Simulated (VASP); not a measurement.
Band structure of YTe (relaxed from the CsCl type structure, space group Pm-3m). Method: PBEsol GGA, VASP's PBE PAW potentials (set 64) (plane waves; VASP).

Unless said otherwise, spin-orbit coupling is left out, though it shifts the bands of the heavy elements here.

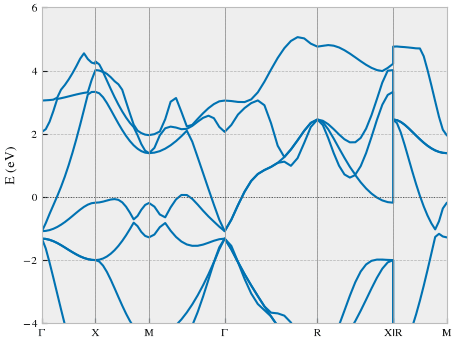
Bands along high-symmetry lines, zero at the valence-band maximum or, without a gap, the Fermi level

Question: Read the plot: is there a gap, and where are the band edges?

Answer: It has no gap at this level: it comes out as a metal or semimetal. (Edges off the drawn lines would not show.)

The structure was generated: YTe was put into the CsCl type type (Pm-3m), which need not be its known phase. It was relaxed first, which changed the volume by -33 %. The electron count is odd and the run is not spin-polarised, which forces a metal.
